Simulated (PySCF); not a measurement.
C6H13FN2Si

```
atom    x (Å)    y (Å)    z (Å)
   C   1.4710  -1.5092  -0.7621
   C   0.9370  -0.3391  -0.3659
   N  -0.4071  -0.1878  -0.1544
   C  -1.3192  -1.3117  -0.1015
   C  -2.5814  -0.7637   0.5661
   C  -2.5052   0.7334   0.2762
   C  -1.0090   1.0083   0.3886
  Si   2.0674   1.1678  -0.1580
   N   3.7574   0.8730  -0.1450
   F   1.8030   1.7910   1.3128
   H   2.5267  -1.5916  -0.9465
   H   0.8963  -2.4047  -0.9211
   H  -1.5295  -1.6693  -1.1184
   H  -0.8870  -2.1431   0.4674
   H  -2.5394  -0.9346   1.6424
   H  -3.4872  -1.2248   0.1773
   H  -3.0924   1.3304   0.9706
   H  -2.8466   0.9353  -0.7397
   H  -0.7240   1.1635   1.4391
   H  -0.7019   1.8898  -0.1788
   H   1.8067   2.2487  -1.0987
   H   4.1896   0.4721  -0.9588
   H   4.1701   0.4933   0.6916
```

Geometry: GFN2-xTB.

All numbers below come from PySCF, PBE0/pcSseg-1, SCF density, gas phase, non-relativistic.

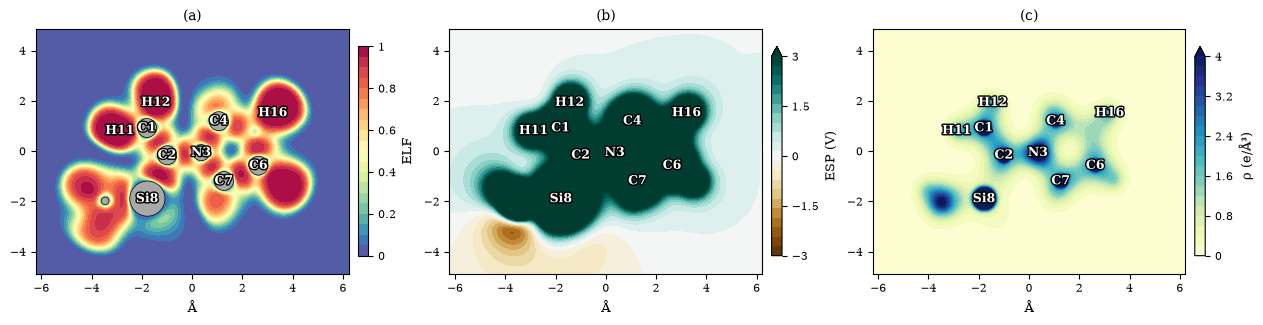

Figure 1. (a) electron localisation function; (b) electrostatic potential; (c) total electron density on the plane of atoms C2, C1 and H12. Grey discs cover the atomic cores in the ELF map.

> Read the bonding off the picture.

The plane passes through C, N, Si and H nuclei. C–C (1.35 Å): ρ at the midpoint is about 2.2 e/Å³; the ELF peaks at about 0.95 between the atoms, as expected for a covalent bond. C–N (1.37 Å): the density is about 2.2 e/Å³ at the midpoint; the ELF peaks at about 0.90 between the atoms: localised, covalent bonding. C–Si (1.90 Å): ρ at the midpoint is about 0.96 e/Å³; the ELF peaks at about 1 between the atoms, as expected for a shared electron pair. C–N (1.44 Å): ρ is about 1.9 e/Å³ halfway; the ELF peaks at about 0.95 between the atoms (a shared electron pair). The ELF also peaks beside N9, away from the bonds: lone-pair regions. Outside the dense part of the molecule the potential is most negative (−2.2 V) near N9, which lies off the plane.

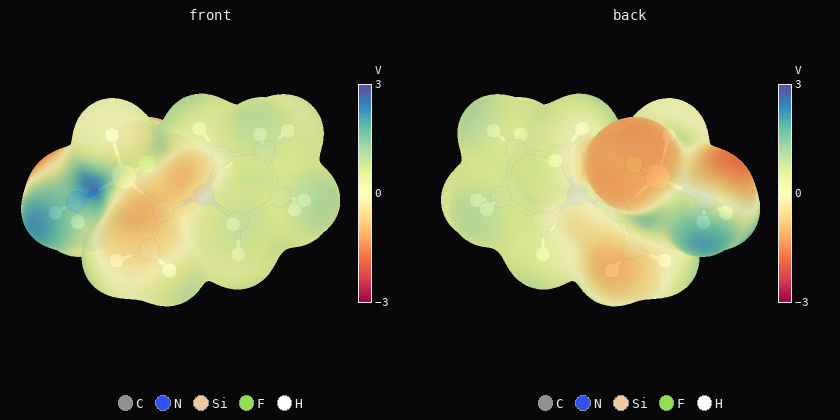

Figure 2. The electrostatic potential painted on the density surface at 0.004 e/bohr³, seen from the front and from behind; red is negative and blue positive.

> Where is the surface potential most negative and most positive?

The most negative region (about −1.7 V) lies over N9, the most positive (about +2.3 V) over Si8 and H22. N9 is the likeliest acceptor of a hydrogen bond.
